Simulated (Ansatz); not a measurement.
A series of calculations on Ge3H7F

Part 1: Relaxation

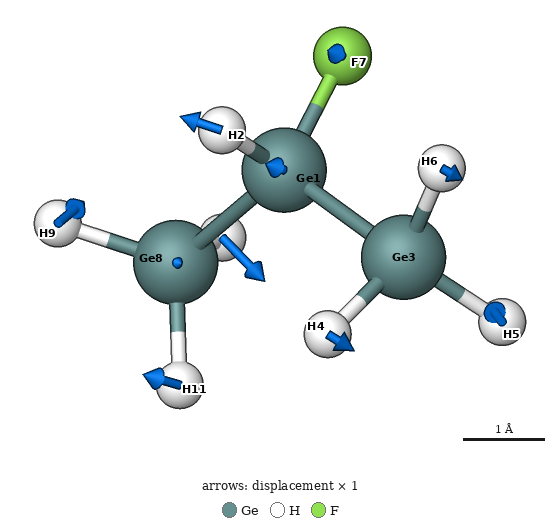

A relaxation of Ge3H7F. The starting structure is drawn; blue arrows show the displacements, at their true length. The two geometries are superimposed by the best rigid fit.

A ball-and-stick model, seen from a free direction.

The run prepares an end point of a later path (reaction) calculation, from a guessed geometry.

These are results of RKS PBE/def2-SVP in Ansatz, not measurements. Settings: no spin polarisation; force threshold 0.03 eV/Å; at most 50 steps.

Question: Describe the change and its energy.

Answer: Over 13 accepted moves (14 points after the start) the energy falls by 5.74 kcal/mol. Largest force component: 0.6 eV/Å at the start, 0.0072 eV/Å at the end. The line search rejected the trial step at point 4 of the run. The forces were under the threshold at step 5, but the run went on from there. The largest move after the best rigid fit is that of an H atom, 0.86 Å. Largest moves by element: H 0.86 Å, Ge 0.35 Å, F 0.34 Å. Some distances before and after: Ge–Ge 2.399 → 2.448 Å, Ge–H 1.549 → 1.561 Å, F–Ge 1.773 → 1.778 Å. Bond angles that change, for instance: H–Ge–Ge 86.5° → 111.2°, Ge–Ge–H 121.4° → 110.3°, Ge–Ge–Ge 124.8° → 115.8°. Groups turn about Ge–Ge by about 30°. Cost: 17 s on 4 threads of Intel(R) Xeon(R) Platinum 8488C (Sapphire Rapids) (shared host), peak memory 0.26 GiB.

Part 2: Relaxation

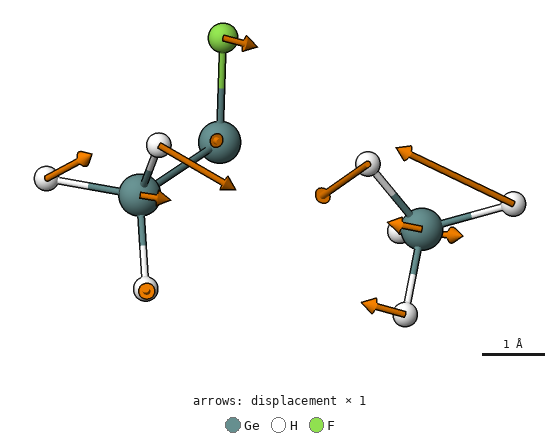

This is a relaxation of Ge$_{3}$H$_{7}$F. The starting structure is drawn; orange arrows show the displacements, at their true length. The two geometries are superimposed by the best rigid fit.

Style: ball-and-stick. Shown at a tilt.

The run prepares an end point of a later path (reaction) calculation, from a guessed geometry.

Method: RKS PBE/def2-SVP in Ansatz 0.2.0. (no spin polarisation; force threshold 0.03 eV/Å; at most 50 steps)

Q: Atoms of which element are displaced furthest, and by how much?

A: Hydrogen: up to 2.30 Å, against 0.62 Å for fluorine.

Q: Describe the change and its energy.

A: Over 28 accepted moves (32 points after the start) the energy falls by 0.209 eV. The largest force component goes from 0.19 to 0.0091 eV/Å. The line search rejected the trial steps at points 1, 9, 22, 29 of the run. The atom that moves furthest after the best rigid fit is an H atom (2.30 Å). By element the largest moves are H 2.30 Å, F 0.62 Å, Ge 0.61 Å. Among the contacts that change: Ge–H 2.746 → 1.970 Å, Ge–Ge 3.604 → 3.280 Å, Ge–H 1.553 → 1.614 Å, F–Ge 1.786 → 1.796 Å. Bond angles that change, for instance: H–Ge–H 110.0° → 102.6°, Ge–Ge–H 117.9° → 114.3°, Ge–Ge–H 112.7° → 115.9°.

Limits of the set-up: the start holds two separate molecules, 2.7 Å apart at their closest, whose relative position is a soft coordinate and is computed without a dispersion correction.

Part 3: Path

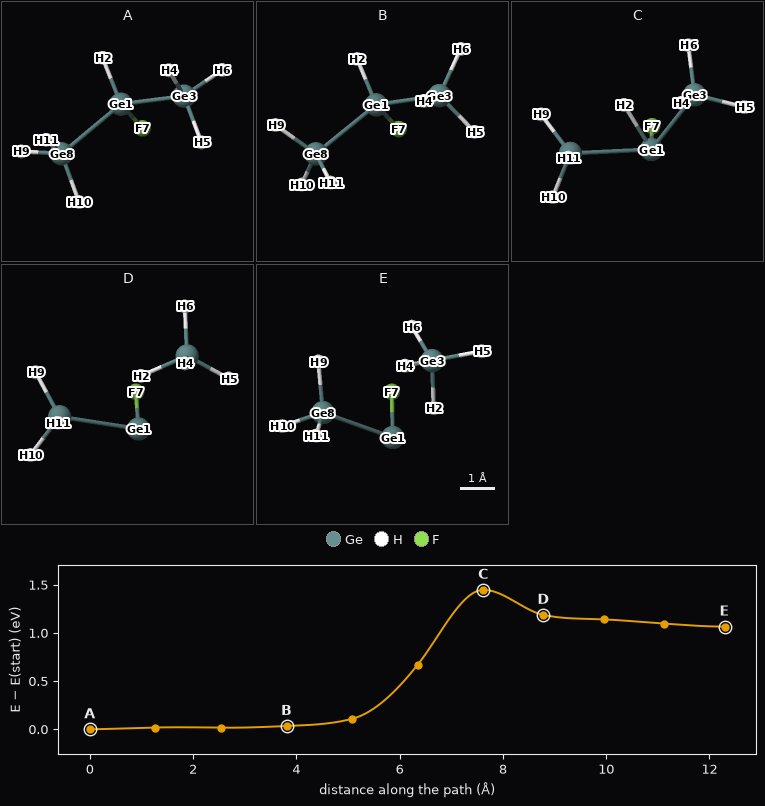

NEB run on Ge₃H₇F. Images are numbered from 0 (start) to 10 (end). Frames A to E are images 0, 3, 6, 7, 10. Style: ball-and-stick. Shown from a free direction.

Theory: RKS PBE/def2-SVP in Ansatz. Run with 9 movable images; climbing image; force threshold 0.03 eV/Å; iteration limit 60; starting path through a guess of the saddle point.

### Read off the barrier and say what moves.

Forward barrier 1.45 eV, backward barrier 0.38 eV, with image 6 at the top; the reaction energy is +1.07 eV. Breaking: Ge1–Ge3 (2.45 → 2.52 at the top → 3.28 Å). Forming: H2–Ge3 (3.35 → 2.23 at the top → 1.61 Å). The band converged in 27 iterations, with a climbing image at the top. At the top, the vibrational analysis gives one imaginary mode (106i cm⁻¹), as a transition state must have.
